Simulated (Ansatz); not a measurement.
# Al2H2 (triplet): from Hartree-Fock to the top rungs, cc-pVDZ

How much of the correlation energy of Al2H2 (triplet) does each wave-function method recover here?

Method: cc-pVDZ, core rule «outside noble gas», up to 10 orbitals frozen; program: Ansatz 0.2.0, Gaussian basis.

The runs, in order: UHF; CCSD(T) on ROHF; CCSD(T) on UHF; BCCD(T) on ROHF; CISD; CCSDT(Q) on ROHF; CCSDT(Q) on UHF; CASSCF and MRCISD+Q, 8 electrons in 10 orbitals; CASSCF and NEVPT2, 8 electrons in 10 orbitals.

22 further runs of the same task are left out: 7 that didn't finish, 15 set aside as unsound or not needed.

**1. The geometry**

The geometry is a PBE0/def2-TZVP stationary point (not a proven minimum).

4 atoms, charge 0, spin multiplicity 3.

Atoms are counted from 1 here; the program's logs count them from 0.

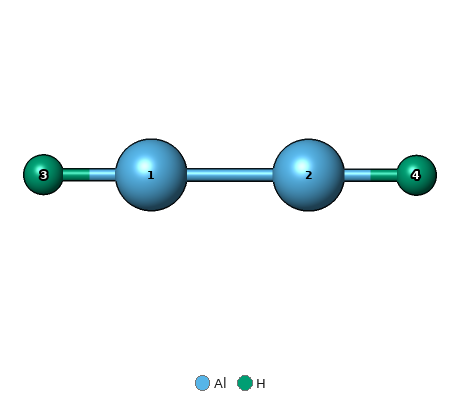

The geometry (aluminium blue, hydrogen teal); atoms are numbered from 1 in the order of the file.

In the tables R marks a restricted open-shell determinant and U an unrestricted one; 'valence' is the active space of 8 electrons in 10 orbitals; energies count from the table's Hartree-Fock row.

**2. UHF**

Input file in.yaml:

```yaml
crystal:
  periodic: [false, false, false]
  atoms:
    - {symbol: Al, position_ang: [0.000000, 0.000000, 1.150006]}
    - {symbol: Al, position_ang: [0.000000, 0.000000, -1.150006]}
    - {symbol: H, position_ang: [0.000000, 0.000000, 2.724549]}
    - {symbol: H, position_ang: [0.000000, 0.000000, -2.724549]}
basis:
  gaussian: {orbitals: cc-pVDZ}
magnetization: {spin_polarized: true, initial_magnetization: 2}
hamiltonian: {xc: hf}
output: {orbitals: {seedname: orbitals}}
```

On the command line:

```console
> ansatz run in.yaml --threads 1 --pin off --events-out ev --progress --plain --max-ram 2393MiB
```

Log:

```text
Functional definition: HF
  name "HF"
  cite "Fock, Z. Phys. 61, 126 (1930) doi:10.1007/BF01340294"
  parent pbe
  exchange = exact_x
  correlation = 0
448 factors; integrals over basis functions are off by at most 1.0e-3 eV
mean field evaluation 1: about -13194.4844 eV, gradient 6.9e0 eV
mean field evaluation 2: about -13194.4873 eV, gradient 6.9e0 eV
mean field evaluation 4: about -13195.3597 eV, gradient 5.0e-1 eV
mean field evaluation 8: about -13195.3663 eV, gradient 2.7e-3 eV
mean field -13195.36630607 eV, -484.9207676076 hartree, gradient 2.5e-5 eV, S^2 2.019965; 0 other end points of the search recorded, 0 dependent functions left out
reference -13195.36630607 eV, -484.9207676076 hartree; 15, 13 occupied and 31, 33 virtual orbitals, 448 factors
Total energy: -13195.36630607 eV, -484.9207676076 hartree
```

Wall time 0.36 s (1 thread of Arm Neoverse V1, shared host).

From the report: ⟨S²⟩ of the determinant 2.020 (pure triplet: 2.00).

**3. CCSD(T) on ROHF**

in.yaml, as its differences from that of step 2:

```diff
@@ -9,4 +9,4 @@
   gaussian: {orbitals: cc-pVDZ}
-magnetization: {spin_polarized: true, initial_magnetization: 2}
-hamiltonian: {xc: hf}
-output: {orbitals: {seedname: orbitals}}
+magnetization: {spin_polarized: false, initial_magnetization: 2}
+correlation: {method: ccsd_t, electrons: outside_noble_gas}
+output: {forces: true}
```

The command is unchanged.

Log, cut to the lines that bear on the results:

```text
Functional definition: HF
  name "HF"
  cite "Fock, Z. Phys. 61, 126 (1930) doi:10.1007/BF01340294"
  parent pbe
[...]
448 factors; integrals over basis functions are off by at most 1.0e-3 eV
[...]
mean field -13195.28510693 eV, -484.9177835942 hartree, gradient 1.2e-6 eV, S^2 2.000000; 2 other end points of the search recorded, 0 dependent functions left out
determinant -13195.28510693 eV, -484.9177835942 hartree, with singles and doubles -13198.97775260 eV, -485.0534858198 hartree
determinant -13192.91179609 eV, -484.8305660294 hartree, with singles and doubles -13196.81357467 eV, -484.9739537476 hartree
determinant -13192.71270122 eV, -484.8232494282 hartree, with singles and doubles -13196.42864431 eV, -484.9598078178 hartree
10 core orbitals not correlated: weight in the atoms' cores, before any rotation towards them, 1.000 or more for the frozen orbitals, at most 0.000 for the correlated occupied ones
reference -13195.28510693 eV, -484.9177835942 hartree; 5, 3 occupied and 31, 33 virtual orbitals, 448 factors
second order -2.82287732 eV of doubles, -0.03710597 eV of singles
cycle   1  -3.69260209 eV  change    4.4e-5 eV  update   2.4e-4
[...]
cycle   7  -3.69260380 eV  change    7.8e-7 eV  update   6.6e-7
perturbative correction -0.12458170 eV, -0.0045782931 hartree
[...]
Total energy: -13199.10229243 eV, -485.0580625740 hartree
Atom 0 at     0.000000     0.000000     1.150006 Å, force     0.000000     0.000000     0.346989 eV/Å
Atom 1 at     0.000000     0.000000    -1.150006 Å, force    -0.000000    -0.000000    -0.346989 eV/Å
Atom 2 at     0.000000     0.000000     2.724549 Å, force    -0.000000    -0.000000     0.076126 eV/Å
Atom 3 at     0.000000     0.000000    -2.724549 Å, force     0.000000     0.000000    -0.076126 eV/Å
Dipole moment:     0.000000     0.000000     0.000000 e Å
```

Run time: 2.8 s. Hardware: 1 thread of Arm Neoverse V1, shared host.

From the report: correlation -3.8172 eV; T1 0.023; largest double amplitude 0.08.

**4. CCSD(T) on UHF**

in.yaml, as its differences from that of step 3:

```diff
@@ -9,3 +9,3 @@
   gaussian: {orbitals: cc-pVDZ}
-magnetization: {spin_polarized: false, initial_magnetization: 2}
+magnetization: {spin_polarized: true, initial_magnetization: 2}
 correlation: {method: ccsd_t, electrons: outside_noble_gas}
```

Same command.

Log, cut to the lines that bear on the results:

```text
Functional definition: HF
  name "HF"
  cite "Fock, Z. Phys. 61, 126 (1930) doi:10.1007/BF01340294"
  parent pbe
[...]
448 factors; integrals over basis functions are off by at most 1.0e-3 eV
[...]
mean field -13195.36630607 eV, -484.9207676076 hartree, gradient 2.2e-6 eV, S^2 2.019965; 3 other end points of the search recorded, 0 dependent functions left out
determinant -13195.36630607 eV, -484.9207676076 hartree, with singles and doubles -13198.97978892 eV, -485.0535606529 hartree
determinant -13193.08563193 eV, -484.8369543787 hartree, with singles and doubles -13196.81812969 eV, -484.9741211414 hartree
determinant -13192.90421035 eV, -484.8302872585 hartree, with singles and doubles -13196.43310078 eV, -484.9599715902 hartree
determinant -13192.09348419 eV, -484.8004936217 hartree, with singles and doubles -13196.09143884 eV, -484.9474157455 hartree
10 core orbitals not correlated: weight in the atoms' cores, before any rotation towards them, 1.000 or more for the frozen orbitals, at most 0.000 for the correlated occupied ones
reference -13195.36630607 eV, -484.9207676076 hartree; 5, 3 occupied and 31, 33 virtual orbitals, 448 factors
second order -2.76988025 eV of doubles, -0.00000000 eV of singles
cycle   1  -3.61348132 eV  change    1.5e-6 eV  update   3.6e-4
[...]
cycle   7  -3.61355164 eV  change   -5.0e-7 eV  update   5.3e-7
perturbative correction -0.12219087 eV, -0.0044904318 hartree
[...]
Total energy: -13199.10204859 eV, -485.0580536128 hartree
Atom 0 at     0.000000     0.000000     1.150006 Å, force     0.000000    -0.000000     0.345917 eV/Å
Atom 1 at     0.000000     0.000000    -1.150006 Å, force    -0.000000    -0.000000    -0.345917 eV/Å
Atom 2 at     0.000000     0.000000     2.724549 Å, force    -0.000000     0.000000     0.076479 eV/Å
Atom 3 at     0.000000     0.000000    -2.724549 Å, force    -0.000000     0.000000    -0.076479 eV/Å
Dipole moment:     0.000000     0.000000    -0.000000 e Å
```

Wall time 3 s (1 thread of Arm Neoverse V1, shared host).

From the report: ⟨S²⟩ of the determinant 2.020 (pure triplet: 2.00); correlation -3.7357 eV; T1 0.019; largest double amplitude 0.08.

**5. BCCD(T) on ROHF**

in.yaml, as its differences from that of step 4:

```diff
@@ -9,4 +9,3 @@
   gaussian: {orbitals: cc-pVDZ}
-magnetization: {spin_polarized: true, initial_magnetization: 2}
-correlation: {method: ccsd_t, electrons: outside_noble_gas}
-output: {forces: true}
+magnetization: {spin_polarized: false, initial_magnetization: 2}
+correlation: {method: bccd_t, electrons: outside_noble_gas}
```

Launched as before.

Log, cut to the lines that bear on the results:

```text
Functional definition: HF
  name "HF"
  cite "Fock, Z. Phys. 61, 126 (1930) doi:10.1007/BF01340294"
  parent pbe
[...]
448 factors; integrals over basis functions are off by at most 1.0e-3 eV
[...]
mean field -13195.28510693 eV, -484.9177835942 hartree, gradient 1.2e-6 eV, S^2 2.000000; 2 other end points of the search recorded, 0 dependent functions left out
determinant -13195.28510693 eV, -484.9177835942 hartree, with singles and doubles -13198.97775260 eV, -485.0534858198 hartree
determinant -13192.91179609 eV, -484.8305660294 hartree, with singles and doubles -13196.81357467 eV, -484.9739537476 hartree
determinant -13192.71270122 eV, -484.8232494282 hartree, with singles and doubles -13196.42864431 eV, -484.9598078178 hartree
10 core orbitals not correlated: weight in the atoms' cores, before any rotation towards them, 1.000 or more for the frozen orbitals, at most 0.000 for the correlated occupied ones
reference -13195.28510693 eV, -484.9177835942 hartree; 5, 3 occupied and 31, 33 virtual orbitals, 448 factors
second order -2.82287732 eV of doubles, -0.03710597 eV of singles
cycle   1  -3.69091139 eV  change    1.7e-3 eV  update   3.9e-3
[...]
cycle   8  -3.68882612 eV  change    1.9e-6 eV  update   3.6e-6
perturbative correction -0.12842707 eV, -0.0047196079 hartree
Total energy: -13199.10236012 eV, -485.0580650615 hartree
```

It took 1.8 s on 1 thread of Arm Neoverse V1, shared host.

From the report: correlation -3.8173 eV; largest double amplitude 0.08.

**6. CISD**

in.yaml, as its differences from that of step 5:

```diff
@@ -10,2 +10,2 @@
 magnetization: {spin_polarized: false, initial_magnetization: 2}
-correlation: {method: bccd_t, electrons: outside_noble_gas}
+correlation: {active_space: {ras: {orbitals: [3, 2, 31], electrons: 8, max_holes: 2, max_particles: 2}, fixed_orbitals: true}}
```

Launched as before.

Log:

```text
Functional definition: HF
  name "HF"
  cite "Fock, Z. Phys. 61, 126 (1930) doi:10.1007/BF01340294"
  parent pbe
  exchange = exact_x
  correlation = 0
448 factors; integrals over basis functions are off by at most 1.0e-3 eV
mean field evaluation 1: about -13194.4702 eV, gradient 9.1e0 eV
mean field evaluation 2: about -13194.4728 eV, gradient 9.1e0 eV
mean field evaluation 4: about -13195.2828 eV, gradient 5.1e-1 eV
mean field evaluation 8: about -13195.2851 eV, gradient 4.6e-5 eV
mean field -13195.28510693 eV, -484.9177835942 hartree, gradient 1.2e-6 eV, S^2 2.000000; 0 other end points of the search recorded, 0 dependent functions left out
reference -13195.28510693 eV, -484.9177835942 hartree; 15, 13 occupied and 31, 33 virtual orbitals, 448 factors
state -13198.75938178 eV, -485.0454608400 hartree
Total energy: -13198.75938178 eV, -485.0454608400 hartree
```

Wall time 1.8 s (1 thread of Arm Neoverse V1, shared host).

From the report: 10,608 determinants.

**7. CCSDT(Q) on ROHF**

in.yaml, as its differences from that of step 6:

```diff
@@ -10,2 +10,2 @@
 magnetization: {spin_polarized: false, initial_magnetization: 2}
-correlation: {active_space: {ras: {orbitals: [3, 2, 31], electrons: 8, max_holes: 2, max_particles: 2}, fixed_orbitals: true}}
+correlation: {method: ccsdt_q, electrons: outside_noble_gas}
```

The command is unchanged.

Log, cut to the lines that bear on the results:

```text
Functional definition: HF
  name "HF"
  cite "Fock, Z. Phys. 61, 126 (1930) doi:10.1007/BF01340294"
  parent pbe
[...]
838 factors; integrals over basis functions are off by at most 1.2e-7 eV
[...]
mean field -13195.28514635 eV, -484.9177850428 hartree, gradient 1.2e-6 eV, S^2 2.000000; 3 other end points of the search recorded, 0 dependent functions left out
determinant -13195.28514635 eV, -484.9177850428 hartree, with singles and doubles -13198.97778474 eV, -485.0534870007 hartree
determinant -13192.91183790 eV, -484.8305675660 hartree, with singles and doubles -13196.81362437 eV, -484.9739555739 hartree
determinant -13192.71273476 eV, -484.8232506604 hartree, with singles and doubles -13196.42867765 eV, -484.9598090429 hartree
determinant -13191.97306616 eV, -484.7960683408 hartree, with singles and doubles -13196.08644185 eV, -484.9472321094 hartree
10 core orbitals not correlated: weight in the atoms' cores, before any rotation towards them, 1.000 or more for the frozen orbitals, at most 0.000 for the correlated occupied ones
reference -13195.28514635 eV, -484.9177850428 hartree; 5, 3 occupied and 31, 33 virtual orbitals, 838 factors
second order -2.82289892 eV of doubles, -0.03710486 eV of singles
cycle   1  -3.44709853 eV  change   -5.9e-1 eV  update   7.9e-2
[...]
cycle  15  -3.85565798 eV  change    5.7e-7 eV  update   4.2e-7
perturbative correction -0.00669381 eV, -0.0002459931 hartree
Total energy: -13199.14749814 eV, -485.0597238533 hartree
```

It took 12 s on 1 thread of Arm Neoverse V1, shared host.

From the report: correlation -3.8624 eV; T1 0.024; largest double amplitude 0.09.

**8. CCSDT(Q) on UHF**

in.yaml, as its differences from that of step 7:

```diff
@@ -9,3 +9,3 @@
   gaussian: {orbitals: cc-pVDZ}
-magnetization: {spin_polarized: false, initial_magnetization: 2}
+magnetization: {spin_polarized: true, initial_magnetization: 2}
 correlation: {method: ccsdt_q, electrons: outside_noble_gas}
```

Same command.

Log, cut to the lines that bear on the results:

```text
Functional definition: HF
  name "HF"
  cite "Fock, Z. Phys. 61, 126 (1930) doi:10.1007/BF01340294"
  parent pbe
[...]
838 factors; integrals over basis functions are off by at most 1.2e-7 eV
[...]
mean field -13195.36634354 eV, -484.9207689847 hartree, gradient 2.6e-6 eV, S^2 2.019964; 3 other end points of the search recorded, 0 dependent functions left out
determinant -13195.36634354 eV, -484.9207689847 hartree, with singles and doubles -13198.97982121 eV, -485.0535618396 hartree
determinant -13193.08567412 eV, -484.8369559292 hartree, with singles and doubles -13196.81818016 eV, -484.9741229963 hartree
determinant -13192.90424368 eV, -484.8302884836 hartree, with singles and doubles -13196.43313417 eV, -484.9599728173 hartree
determinant -13192.09350648 eV, -484.8004944410 hartree, with singles and doubles -13196.09151591 eV, -484.9474185776 hartree
10 core orbitals not correlated: weight in the atoms' cores, before any rotation towards them, 1.000 or more for the frozen orbitals, at most 0.000 for the correlated occupied ones
reference -13195.36634354 eV, -484.9207689847 hartree; 5, 3 occupied and 31, 33 virtual orbitals, 838 factors
second order -2.76990247 eV of doubles, -0.00000000 eV of singles
cycle   1  -3.35602760 eV  change   -5.9e-1 eV  update   8.0e-2
[...]
cycle  16  -3.77463135 eV  change    3.0e-7 eV  update   2.0e-7
perturbative correction -0.00674178 eV, -0.0002477557 hartree
Total energy: -13199.14771667 eV, -485.0597318839 hartree
```

Run time: 11 s. Hardware: 1 thread of Arm Neoverse V1, shared host.

From the report: ⟨S²⟩ of the determinant 2.020 (pure triplet: 2.00); correlation -3.7814 eV; T1 0.020; largest double amplitude 0.09.

**9. CASSCF and MRCISD+Q, 8 electrons in 10 orbitals**

in.yaml, as its differences from that of step 8:

```diff
@@ -9,3 +9,3 @@
   gaussian: {orbitals: cc-pVDZ}
-magnetization: {spin_polarized: true, initial_magnetization: 2}
-correlation: {method: ccsdt_q, electrons: outside_noble_gas}
+magnetization: {spin_polarized: false, initial_magnetization: 2}
+correlation: {method: fic_mrcisd_q, electrons: outside_noble_gas, active_space: {window: {electrons: 8, orbitals: 10}, shells: [{species: Al, l: s, shell: 3}, {species: Al, l: p, shell: 3}, {species: H, l: s, shell: 1}]}}
```

The command is unchanged.

Log, cut to the lines that bear on the results:

```text
Functional definition: HF
  name "HF"
  cite "Fock, Z. Phys. 61, 126 (1930) doi:10.1007/BF01340294"
  parent pbe
[...]
838 factors; integrals over basis functions are off by at most 1.2e-7 eV
[...]
mean field -13195.28514635 eV, -484.9177850428 hartree, gradient 1.2e-6 eV, S^2 2.000000; 0 other end points of the search recorded, 0 dependent functions left out
reference -13195.28514635 eV, -484.9177850428 hartree; 15, 13 occupied and 31, 33 virtual orbitals, 838 factors
state -13196.90407081 eV, -484.9772794194 hartree
contracted CI cycle   1: correlation 0.00000000 eV, 0.0000000000 hartree, residual 9.45e0 eV
contracted CI cycle   2: correlation -2.01850631 eV, -0.0741787388 hartree, residual 2.01e0 eV
contracted CI cycle   3: correlation -2.11210121 eV, -0.0776182878 hartree, residual 4.52e-1 eV
contracted CI cycle   4: correlation -2.11618995 eV, -0.0777685462 hartree, residual 1.08e-1 eV
contracted CI cycle   5: correlation -2.11641754 eV, -0.0777769101 hartree, residual 2.92e-2 eV
contracted CI cycle   6: correlation -2.11643514 eV, -0.0777775568 hartree, residual 7.99e-3 eV
contracted CI cycle   7: correlation -2.11643639 eV, -0.0777776029 hartree, residual 1.99e-3 eV
contracted CI cycle   8: correlation -2.11643648 eV, -0.0777776060 hartree, residual 5.82e-4 eV
state -13196.90407081 eV, -484.9772794194 hartree; corrected -13199.15457786 eV, -485.0599840280 hartree
Total energy: -13199.15457786 eV, -485.0599840280 hartree
Checks for a lower state left out: starts, orbital_swaps
```

Wall time 8.5 s (1 thread of Arm Neoverse V1, shared host); peak memory 0.55 GiB.

From the report: 5,464 determinants; active occupations 1.97, 1.96, 1.95, 0.98, 0.98, 0.06, 0.02, 0.02, 0.02, 0.01.

**10. CASSCF and NEVPT2, 8 electrons in 10 orbitals**

Input file in.yaml:

```yaml
crystal:
  periodic: [false, false, false]
  atoms:
    - {symbol: Al, position_ang: [0.000000, 0.000000, 1.150006]}
    - {symbol: Al, position_ang: [0.000000, 0.000000, -1.150006]}
    - {symbol: H, position_ang: [0.000000, 0.000000, 2.724549]}
    - {symbol: H, position_ang: [0.000000, 0.000000, -2.724549]}
basis:
  gaussian: {orbitals: cc-pVDZ}
magnetization: {spin_polarized: false, initial_magnetization: 2}
correlation: {method: sc_nevpt2, electrons: outside_noble_gas, active_space: {window: {electrons: 8, orbitals: 10}, shells: [{species: Al, l: s, shell: 3}, {species: Al, l: p, shell: 3}, {species: H, l: s, shell: 1}]}}
```

Launched as before.

Log:

```text
Functional definition: HF
  name "HF"
  cite "Fock, Z. Phys. 61, 126 (1930) doi:10.1007/BF01340294"
  parent pbe
  exchange = exact_x
  correlation = 0
838 factors; integrals over basis functions are off by at most 1.2e-7 eV
mean field evaluation 1: about -13194.4702 eV, gradient 9.1e0 eV
mean field evaluation 2: about -13194.4728 eV, gradient 9.1e0 eV
mean field evaluation 4: about -13195.2829 eV, gradient 5.1e-1 eV
mean field evaluation 8: about -13195.2851 eV, gradient 4.9e-5 eV
mean field -13195.28514635 eV, -484.9177850428 hartree, gradient 1.2e-6 eV, S^2 2.000000; 0 other end points of the search recorded, 0 dependent functions left out
reference -13195.28514635 eV, -484.9177850428 hartree; 15, 13 occupied and 31, 33 virtual orbitals, 838 factors
state -13196.90407081 eV, -484.9772794194 hartree
state -13196.90407081 eV, -484.9772794194 hartree; corrected -13198.45792873 eV, -485.0343826447 hartree
Total energy: -13198.45792873 eV, -485.0343826447 hartree
Checks for a lower state left out: starts, orbital_swaps
```

Wall time 6 s (1 thread of Arm Neoverse V1, shared host).

From the report: 5,464 determinants; active occupations 1.97, 1.96, 1.95, 0.98, 0.98, 0.06, 0.02, 0.02, 0.02, 0.01.

**11. Natural occupations**

Natural occupations of the CASSCF valence state about the gap (report; correlated orbitals 1 to 10): 1.973, 1.964, 1.953, 0.983, 0.983, 0.062, 0.025, 0.024, 0.024, 0.011. The count of effectively unpaired electrons, Σ n²(2 − n)², is 2.04; a single determinant of this spin has 2.

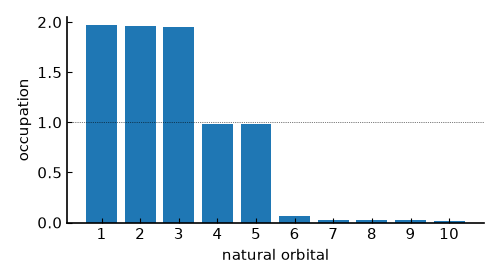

Natural occupations of the CASSCF valence state.

**12. All levels against the top one**

The yardstick is UCCSDT(Q), where the cluster series has nearly closed. Rows without a time come out of other runs: HF, MP2 and CCSD of CCSD(T), CCSDT of CCSDT(Q), CASSCF and MRCISD of the multireference runs. The times of RCCSD(T), UCCSD(T) include forces.

Differences are taken before rounding.

```csv
method,energy from the lowest RHF (kJ/mol),from UCCSDT(Q) (kJ/mol),time
RHF,0.0,+372.7,
UHF,-7.8,+364.9,
RMP2,-275.9,+96.7,
UMP2,-275.1,+97.6,
CISD,-335.2,+37.5,1.8 s
RCCSD,-356.3,+16.4,
UCCSD,-356.5,+16.2,
RCCSD(T),-368.3,+4.4,2.8 s
UCCSD(T),-368.3,+4.4,3 s
BCCD(T),-368.3,+4.4,1.8 s
RCCSDT,-372.0,+0.7,
UCCSDT,-372.0,+0.7,
RCCSDT(Q),-372.7,0.0,12 s
UCCSDT(Q),-372.7,0,11 s
CASSCF valence,-156.2,+216.5,
NEVPT2 valence,-306.1,+66.6,6 s
MRCISD valence,-360.4,+12.3,
MRCISD+Q valence,-373.3,-0.7,8.5 s
```

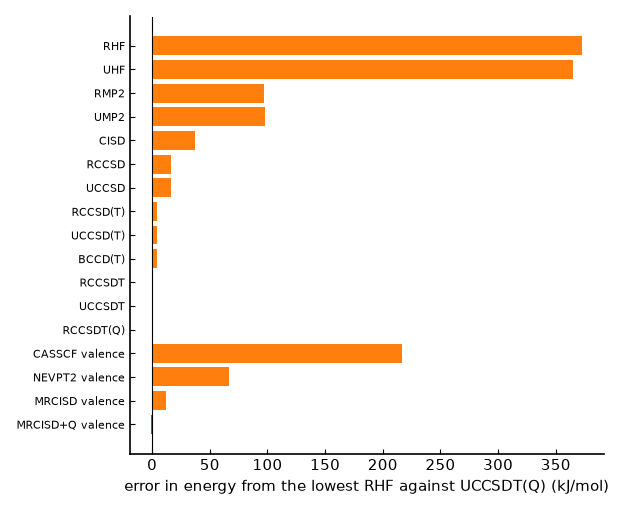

Deviations from UCCSDT(Q), method by method.

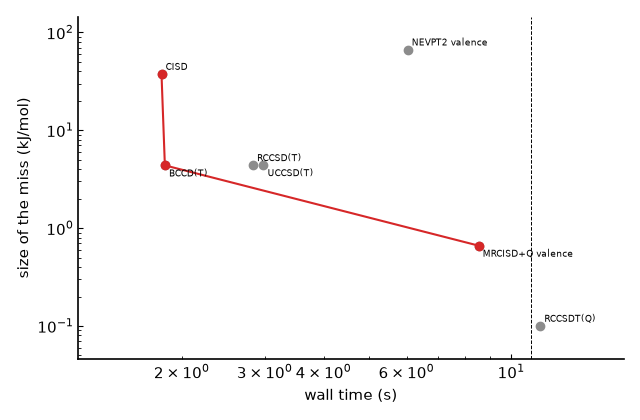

Accuracy for the time spent; red marks the levels that beat every quicker one drawn (of those quicker than the yardstick), and the dashed line is the time of UCCSDT(Q). Misses under 0.1 kJ/mol are drawn at that value. Times are from a shared host.

With the free atoms at the same levels and basis (separate runs), the atomisation energy is 5.930 eV at UCCSDT(Q), 5.906 eV at RCCSD(T), 5.904 eV at UCCSD(T), 4.870 eV at RHF.

**13. Summary of results**

| quantity | value |
| --- | --- |
| UCCSDT(Q) below the RHF energy | -3.8626 eV |
| RMP2 from UCCSDT(Q) | +96.7 kJ/mol |
| UMP2 from UCCSDT(Q) | +97.6 kJ/mol |
| RCCSD from UCCSDT(Q) | +16.4 kJ/mol |
| RCCSD(T) from UCCSDT(Q) | +4.4 kJ/mol |
| UCCSD(T) from UCCSDT(Q) | +4.4 kJ/mol |
| RCCSDT(Q) from UCCSDT(Q) | 0.0 kJ/mol |
| NEVPT2 valence from UCCSDT(Q) | +66.6 kJ/mol |
| MRCISD+Q valence from UCCSDT(Q) | -0.7 kJ/mol |
| levels within 1 kcal/mol (43 meV) | RCCSDT, UCCSDT, RCCSDT(Q), MRCISD+Q valence |
| T1 diagnostic | 0.023 |
| effectively unpaired electrons | 2.04 |

RCCSD(T) lands +4.4 kJ/mol from the yardstick (1.2 % of the correlation energy). One determinant dominates. Of the multireference levels listed MRCISD+Q valence comes nearest in total energy (-0.7 kJ/mol), which doesn't show that its space is the better one. These misses are within one basis, not against nature; the frozen cores of restricted and unrestricted runs differ, which can shift their rows.

MRCISD+Q valence reaches 0.7 kJ/mol from the reference in 8.5 s, where UCCSDT(Q) took 11 s; the quickest level in the cost chart, CISD, takes 1.8 s and misses by 37.5 kJ/mol.
